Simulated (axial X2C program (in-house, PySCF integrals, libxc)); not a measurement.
# MoBe: properties at the nuclei

Aim: properties at the nuclei of MoBe, with spin–orbit coupling in the Hamiltonian from the start.

The runs use an in-house X2C program for linear molecules on PySCF integrals; two-component X2C with atomic mean-field terms, Mo dyall-cv3z, Be dyall-cv3z.

All values are calculated.

## 1. Set-up

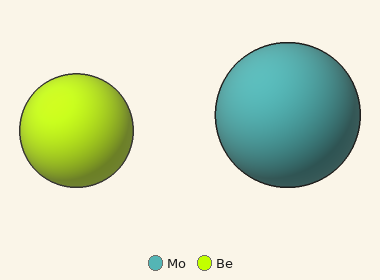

The two atoms at 2.400 Å (molybdenum teal, beryllium green).

Contents of task.json:

```json
{"zs": [42, 4], "q": 0, "bas": ["dyall-cv3z", "dyall-cv3z"], "r0": 2.4, "levels": ["PBE0", "HF", "PBE", "LDA", "TPSSh"], "nst": 3}
```

Keys: zs atomic numbers; q charge; bas basis sets; r0 starting distance in Å; levels methods (HF also brings MP2); nst determinants followed.

On the command line:

```sh
python soeom.py task.json out
```

Nuclei are Gaussian, cores are contracted, and the Gaunt term is on.

## 2. Expectation values, lowest determinant

R = 2.464 Å. State: Ω = 3 (excess of +ω over −ω: ω = 1/2, ω = 5/2).

Output of the PBE0 run:

```text
two-component X2C + atomic mean field  PBE0
basis functions 208  fitting functions 931  grid points 5080
iter        total energy     max residual
   1      -4057.536097943     2.02e+01
   2      -4058.554864520     1.81e+01
   3      -4059.322042157     1.46e+01
   4      -4060.233941887     1.08e+01
   5      -4060.841923242     5.18e+00
   6      -4060.995290318     2.66e+00
   7      -4061.024290421     8.97e-01
   8      -4061.047469250     1.48e+00
   9      -4061.068961153     1.98e+00
  10      -4061.094913343     1.63e+00
  11      -4061.120533821     1.00e+00
  12      -4061.138654783     2.41e-01
  13      -4061.149641850     1.50e-01
  14      -4061.155556358     1.14e-01
  15      -4061.157789980     3.95e-02
  16      -4061.158795674     7.42e-02
  17      -4061.159408910     5.79e-02
  18      -4061.159779182     2.19e-02
  19      -4061.159952714     2.31e-02
  20      -4061.160080503     1.93e-02
  21      -4061.160154612     1.63e-02
  22      -4061.160179442     1.08e-02
  23      -4061.160190164     6.69e-03
  24      -4061.160194862     5.99e-03
  25      -4061.160196615     2.32e-03
  26      -4061.160197452     9.26e-04
  27      -4061.160197670     5.39e-04
  28      -4061.160197751     5.31e-04
  29      -4061.160197784     2.31e-04
  30      -4061.160197806     2.44e-04
  31      -4061.160197823     2.62e-04
  32      -4061.160197835     1.74e-04
  33      -4061.160197841     1.44e-04
  34      -4061.160197844     8.52e-05
  35      -4061.160197846     8.94e-05
  36      -4061.160197847     5.04e-05
  37      -4061.160197847     2.34e-05
  38      -4061.160197847     1.91e-05
  39      -4061.160197847     1.52e-05
  40      -4061.160197847     5.46e-06
converged
one-electron -5671.72268617  Coulomb 1703.65567537  exact exchange -31.32633802  xc functional -95.94800403  nuclear repulsion 36.08026438  atomic mean-field constant -1.89910938
```

The highest occupied spinor is 43% Be p, 26% Mo s, 15% Mo p.

```
level  Eeff magnitude (GV/cm)  Ws magnitude Mo (kHz)  A∥/gI Mo (MHz)  qzz Mo (a.u.)  A∥/gI Be (MHz)  qzz Be (a.u.)  μ (D)
 PBE0                     1.4                  0.219             480          -0.41            13.7          -0.09  -1.45
   HF                    1.01                   0.15             296          -0.42            5.24          -0.09  -1.99
  PBE                    1.58                   0.25             507          -0.42            17.1          -0.09  -1.21
  LDA                    1.76                  0.278             544          -0.44              21          -0.08  -0.94
TPSSh                    1.45                  0.226             458          -0.40              17          -0.09  -1.51
```

Eeff is the effective electric field on the electron dipole moment in this Ω state and Ws the scalar–pseudoscalar constant (defined with the proton number Z and per Ω); A∥ is the parallel hyperfine constant, which follows by multiplying with the nuclear g factor gI = μI/(I μN); qzz is the electric field gradient, eQq0 = 234.96 MHz × Q/barn × qzz; μ is positive if Be is the positive end. The operators were transformed with the bare-nucleus X2C matrices.

## 3. Expectation values, a higher determinant

R = 2.464 Å. State: Ω = 2 (excess of +ω over −ω: ω = -1/2, ω = 5/2), 0.56 eV above the lowest in the PBE0 search for states (made at or near this distance, with looser thresholds).

Output of the PBE0 run:

```text
two-component X2C + atomic mean field  PBE0
basis functions 208  fitting functions 931  grid points 5080
iter        total energy     max residual
   1      -4057.666657546     1.84e+01
   2      -4058.824879939     1.59e+01
   3      -4059.368271234     1.30e+01
   4      -4060.204452361     9.99e+00
   5      -4060.951162747     3.51e+00
   6      -4061.017223124     2.18e+00
   7      -4061.072386965     7.35e-01
   8      -4061.093170310     4.82e-01
   9      -4061.114521714     6.14e-01
  10      -4061.122833403     2.93e-01
  11      -4061.127792752     1.21e-01
  12      -4061.131927245     1.63e-01
  13      -4061.134599422     1.45e-01
  14      -4061.136338823     6.66e-02
  15      -4061.137278809     5.36e-02
  16      -4061.137694252     3.14e-02
  17      -4061.137888624     3.19e-02
  18      -4061.138025029     3.89e-02
  19      -4061.138107288     3.72e-02
  20      -4061.138182542     2.03e-02
  21      -4061.138244423     1.27e-02
  22      -4061.138306669     9.30e-03
  23      -4061.138340026     8.63e-03
  24      -4061.138357731     5.45e-03
  25      -4061.138362415     1.96e-03
  26      -4061.138363979     1.18e-03
  27      -4061.138364756     1.38e-03
  28      -4061.138365212     7.18e-04
  29      -4061.138365431     6.58e-04
  30      -4061.138365598     6.08e-04
  31      -4061.138365714     4.66e-04
  32      -4061.138365777     3.32e-04
  33      -4061.138365802     3.26e-04
  34      -4061.138365810     2.08e-04
  35      -4061.138365813     1.13e-04
  36      -4061.138365814     3.08e-05
  37      -4061.138365814     6.28e-05
  38      -4061.138365814     4.72e-05
  39      -4061.138365815     1.45e-05
  40      -4061.138365815     1.04e-05
  41      -4061.138365815     8.34e-06
converged
one-electron -5671.96442160  Coulomb 1703.90717448  exact exchange -31.32067951  xc functional -95.94159419  nuclear repulsion 36.08026438  atomic mean-field constant -1.89910938
```

The highest occupied spinor is 60% Be p, 14% Mo d, 13% Mo s.

```
level  Eeff magnitude (GV/cm)  Ws magnitude Mo (kHz)  A∥/gI Mo (MHz)  qzz Mo (a.u.)  A∥/gI Be (MHz)  qzz Be (a.u.)  μ (D)
 PBE0                    0.39                  0.119           -44.9          -0.29           -54.2          -0.15  -2.32
   HF                   0.128                 0.0449            -205          -0.75           -66.5          -0.19  -4.35
  PBE                    0.24                 0.0943             127          -0.34           -53.7          -0.14  -1.73
  LDA                   0.342                  0.119             110          -0.31             -57          -0.13  -1.43
TPSSh                    0.27                 0.0955           -1.54          -0.31           -51.8          -0.14  -2.29
```

## 4. Expectation values, a higher determinant

R = 2.464 Å. State: Ω = 1 (excess of +ω over −ω: ω = -3/2, ω = 5/2), 1.15 eV above the lowest in the PBE0 search for states (made at or near this distance, with looser thresholds).

Output of the PBE0 run:

```text
two-component X2C + atomic mean field  PBE0
basis functions 208  fitting functions 931  grid points 5080
iter        total energy     max residual
   1      -4057.997281522     1.35e+01
   2      -4059.103647898     1.13e+01
   3      -4059.832423882     8.68e+00
   4      -4060.765539001     5.91e+00
   5      -4060.961876794     1.01e+00
   6      -4061.071164273     3.06e-01
   7      -4061.083777617     7.59e-01
   8      -4061.096716803     4.25e-01
   9      -4061.103862557     2.12e-01
  10      -4061.109781059     1.12e-01
  11      -4061.112435526     9.81e-02
  12      -4061.113944667     3.42e-02
  13      -4061.114708882     3.30e-02
  14      -4061.114955633     4.25e-02
  15      -4061.115058320     3.96e-02
  16      -4061.115116911     1.32e-02
  17      -4061.115142696     3.22e-03
  18      -4061.115155254     3.96e-03
  19      -4061.115160040     1.36e-03
  20      -4061.115161125     1.32e-03
  21      -4061.115161581     9.99e-04
  22      -4061.115161768     3.79e-04
  23      -4061.115161859     2.44e-04
  24      -4061.115161910     1.55e-04
  25      -4061.115161934     9.33e-05
  26      -4061.115161945     6.98e-05
  27      -4061.115161950     5.31e-05
  28      -4061.115161952     4.28e-05
  29      -4061.115161953     2.56e-05
  30      -4061.115161953     1.58e-05
  31      -4061.115161953     9.98e-06
converged
one-electron -5672.15176081  Coulomb 1704.12001444  exact exchange -31.32162537  xc functional -95.94294521  nuclear repulsion 36.08026438  atomic mean-field constant -1.89910938
```

The highest occupied spinor is 62% Be p, 30% Mo d, 6% Mo p.

```csv
level,Eeff magnitude (GV/cm),Ws magnitude Mo (kHz),A∥/gI Mo (MHz),qzz Mo (a.u.),A∥/gI Be (MHz),qzz Be (a.u.),μ (D)
PBE0,1.29,0.615,880,0.00,-123,0.06,-2.17
HF,2.6,1.29,824,-0.25,-174,0.06,-3.98
PBE,0.684,0.336,881,0.08,-107,0.05,-1.38
LDA,0.358,0.172,804,0.04,-90.9,0.05,-0.93
TPSSh,1.1,0.523,811,0.00,-118,0.05,-1.92
```

## 5. Results

| quantity | value |
| --- | --- |
| lowest determinant | Ω = 3 (excess of +ω over −ω: ω = 1/2, ω = 5/2) |
| Eeff magnitude (GV/cm), PBE0 | 1.4 |
| Ws magnitude Mo (kHz), PBE0 | 0.219 |
| A∥/gI Mo (MHz), PBE0 | 480 |
| qzz Mo (a.u.), PBE0 | -0.41 |
| higher determinant | Ω = 2 (excess of +ω over −ω: ω = -1/2, ω = 5/2) |
| Eeff magnitude (GV/cm), PBE0, higher determinant | 0.39 |
| Ws magnitude Mo (kHz), PBE0, higher determinant | 0.119 |
| A∥/gI Mo (MHz), PBE0, higher determinant | -44.9 |
| qzz Mo (a.u.), PBE0, higher determinant | -0.29 |
| higher determinant | Ω = 1 (excess of +ω over −ω: ω = -3/2, ω = 5/2) |
| Eeff magnitude (GV/cm), PBE0, higher determinant | 1.29 |
| Ws magnitude Mo (kHz), PBE0, higher determinant | 0.615 |
| A∥/gI Mo (MHz), PBE0, higher determinant | 880 |
| qzz Mo (a.u.), PBE0, higher determinant | 0.00 |

In the first state, the effective field runs from 1.01 to 1.76 GV/cm over the mean-field levels. The expectation values come from single determinants, which for open shells can mix terms of unlike spin or miss the lowest Ω, so a determinant need not be a state. Eeff is the effective electric field on the electron dipole moment in this Ω state and Ws the scalar–pseudoscalar constant (defined with the proton number Z and per Ω); A∥ is the parallel hyperfine constant, which follows by multiplying with the nuclear g factor gI = μI/(I μN); qzz is the electric field gradient, eQq0 = 234.96 MHz × Q/barn × qzz; μ is positive if Be is the positive end. The operators were transformed with the bare-nucleus X2C matrices.
